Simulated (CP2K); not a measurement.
# GFN2-xTB run of CHCl2F (dichlorofluoromethane)

What is the energy change on altering one bond length of CHCl2F (dichlorofluoromethane) at GFN2-xTB? 

The calculation is run with CP2K 2026.2.

6 further runs of the same task are left out: 3 that didn't finish, 3 set aside as unsound or not needed.

## 1. The molecule

CHCl2F has 5 atoms, charge 0, and is taken as a singlet. As SMILES, `FC(Cl)Cl`. Geometry: relaxed at PBE0-D4/def2-TZVP.

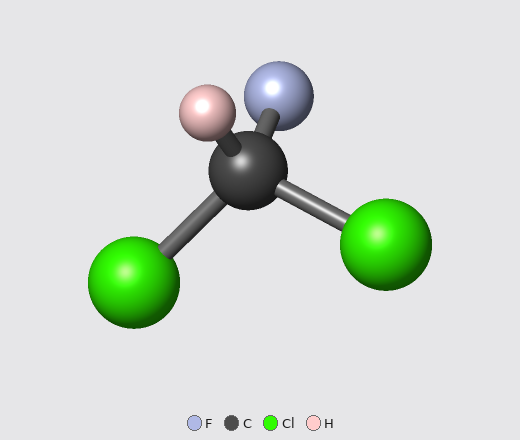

Viewed from a chosen angle; fluorine light blue, carbon dark grey, chlorine green, hydrogen pink.

## 2. A single-point energy at GFN2-xTB

File qs.inp:

```
&GLOBAL
 PROJECT_NAME qs
 RUN_TYPE ENERGY
 PRINT_LEVEL MEDIUM
&END GLOBAL
&FORCE_EVAL
 METHOD Quickstep
 &DFT
  # Quickstep
  &QS
   METHOD XTB
   EPS_DEFAULT 1.0E-10
   &XTB
    GFN_TYPE TBLITE
    &TBLITE
     METHOD GFN2
    &END TBLITE
    CHECK_ATOMIC_CHARGES F
   &END XTB
  &END QS
  # cluster boundary conditions
  &POISSON
   PERIODIC NONE
   POISSON_SOLVER ANALYTIC
  &END POISSON
  &SCF
   SCF_GUESS ATOMIC
   EPS_SCF 1.0E-07
   MAX_SCF 150
   ADDED_MOS 8
   &DIAGONALIZATION
    ALGORITHM STANDARD
   &END DIAGONALIZATION
   &MIXING
    METHOD DIRECT_P_MIXING
    ALPHA 0.4
   &END MIXING
   &SMEAR ON
    METHOD FERMI_DIRAC
    ELECTRONIC_TEMPERATURE [K] 300
   &END SMEAR
  &END SCF
  # extra output
  &PRINT
   &MOMENTS
    PERIODIC F
    REFERENCE COM
    MAX_MOMENT 1
   &END MOMENTS
   &MO ON
    ENERGIES T
    OCCUPATION_NUMBERS T
    NDIGITS 6
    &EACH
     QS_SCF 0
    &END EACH
    ADD_LAST NUMERIC
   &END MO
   &HIRSHFELD OFF
   &END HIRSHFELD
  &END PRINT
 &END DFT
 # structure
 &SUBSYS
  &CELL
   ABC 18.6 18 18.4
   PERIODIC NONE
  &END CELL
  &COORD
   SCALED T
   F    0.45912097   0.50126111   0.56514946
   C    0.49121774   0.49942222   0.49994837
   Cl   0.56936290   0.44463333   0.50517663
   Cl   0.43063710   0.46472222   0.43485054
   H    0.50671237   0.55536667   0.48401359
  &END COORD
 &END SUBSYS
&END FORCE_EVAL
```

Run with:

```
$ OMP_NUM_THREADS=1 cp2k.psmp -i qs.inp > qs.out 2>&1
```

Output:

```text
CP2K| version string:                                       CP2K version 2026.2
[...]
 GLOBAL| Method name                                                        CP2K
[...]
 GLOBAL| Run type                                                         ENERGY
[...]
                             - Atoms:                                          5
[...]
                             - Spherical basis functions:                     27
[...]
 Number of electrons:                                                         26
[...]
  *** SCF run converged in    15 steps ***
[...]
  Fermi energy:                                                -0.25793079312580
[...]
 TB_DIPOLE| Moment [Debye]          0.47855912       1.32915760      -0.58283379
 TB_DIPOLE| Derivative [a.u.]       0.00000000       0.00000000       0.00000000
[...]
 ENERGY| Total FORCE_EVAL ( QS ) energy [hartree]            -16.465170066769456
[...]
```

It took 0.87 s on 1 thread of Intel Xeon Platinum 8488C (Sapphire Rapids), shared host; peak memory 0.25 GiB.

## 3. The distorted shape

File molecule.inp:

```
&GLOBAL
   PROJECT_NAME molecule
   RUN_TYPE ENERGY
   PRINT_LEVEL MEDIUM
&END GLOBAL

&FORCE_EVAL
   METHOD Quickstep
   &DFT
      # Quickstep
      &QS
         METHOD XTB
         EPS_DEFAULT 1.0E-10
         &XTB
            GFN_TYPE TBLITE
            &TBLITE
               METHOD GFN2
            &END TBLITE
            CHECK_ATOMIC_CHARGES F
         &END XTB
      &END QS
      # no periodic images
      &POISSON
         PERIODIC NONE
         POISSON_SOLVER ANALYTIC
      &END POISSON
      &SCF
         SCF_GUESS ATOMIC
         EPS_SCF 1.0E-07
         MAX_SCF 150
         ADDED_MOS 8
         &DIAGONALIZATION
            ALGORITHM STANDARD
         &END DIAGONALIZATION
         &MIXING
            METHOD DIRECT_P_MIXING
            ALPHA 0.4
         &END MIXING
         &SMEAR ON
            METHOD FERMI_DIRAC
            ELECTRONIC_TEMPERATURE [K] 300
         &END SMEAR
      &END SCF
      # extra output
      &PRINT
         &MOMENTS
            PERIODIC F
            REFERENCE COM
            MAX_MOMENT 1
         &END MOMENTS
         &MO ON
            ENERGIES T
            OCCUPATION_NUMBERS T
            NDIGITS 6
            &EACH
               QS_SCF 0
            &END EACH
            ADD_LAST NUMERIC
         &END MO
         &HIRSHFELD OFF
         &END HIRSHFELD
      &END PRINT
   &END DFT
   &SUBSYS
      &CELL
         ABC 18.6 18 19
         PERIODIC NONE
      &END CELL
      &COORD
         SCALED T
         F    0.44307172   0.50218061   0.57887850
         C    0.49121774   0.49942222   0.48416361
         Cl   0.56936290   0.44463333   0.48922676
         Cl   0.43063710   0.46472222   0.42112150
         H    0.50671237   0.55536667   0.46873203
      &END COORD
   &END SUBSYS
&END FORCE_EVAL
```

Run with:

```
$ OMP_NUM_THREADS=1 cp2k.psmp -i molecule.inp -o molecule.out
```

Output:

```text
CP2K| version string:                                       CP2K version 2026.2
[...]
 GLOBAL| Method name                                                        CP2K
[...]
 GLOBAL| Run type                                                         ENERGY
[...]
                             - Atoms:                                          5
[...]
                             - Spherical basis functions:                     27
[...]
 Number of electrons:                                                         26
[...]
  *** SCF run converged in    29 steps ***
[...]
  Fermi energy:                                                -0.40192236872650
[...]
 TB_DIPOLE| Moment [Debye]          1.59876417       0.62325453      -3.01380752
 TB_DIPOLE| Derivative [a.u.]       0.00000000       0.00000000       0.00000000
[...]
 ENERGY| Total FORCE_EVAL ( QS ) energy [hartree]            -16.390722539808891
[...]
```

Run time: 0.93 s. Hardware: 1 thread of Intel Xeon Platinum 8488C (Sapphire Rapids), shared host; peak memory 0.25 GiB.

## 4. Results

At GFN2-xTB:

| quantity | value |
| --- | --- |
| first shape: total energy | -16.46517 Eh |
| first shape: dipole moment (from atomic charges alone) | 1.53 D |
| first shape: HOMO energy | -12.44 eV |
| first shape: LUMO energy | -6.12 eV |
| first shape: HOMO–LUMO gap | 6.32 eV |
| distorted shape: total energy | -16.39072 Eh |
| distorted shape: dipole moment (from atomic charges alone) | 3.47 D |
| distorted shape: HOMO energy | -12.31 eV |
| distorted shape: LUMO energy | -10.04 eV |
| distorted shape: HOMO–LUMO gap | 2.27 eV |
| energy change with the F1–C2 bond stretched from 1.340 to 2.011 Å | 2.026 eV |

In words: One bond (distorted shape) is far stretched, which a spin-restricted single reference describes badly. With the F1–C2 bond stretched from 1.340 to 2.011 Å the energy rises by 2.03 eV (47 kcal/mol). The first shape isn't relaxed at this level, so the change isn't measured from a minimum. A restricted reference can't describe the breaking bond well at this length. The dipole (first shape) comes from point charges on the atoms alone, without atomic dipoles, so it is partial. The dipole (distorted shape) comes from point charges on the atoms alone, without atomic dipoles, so it is partial.
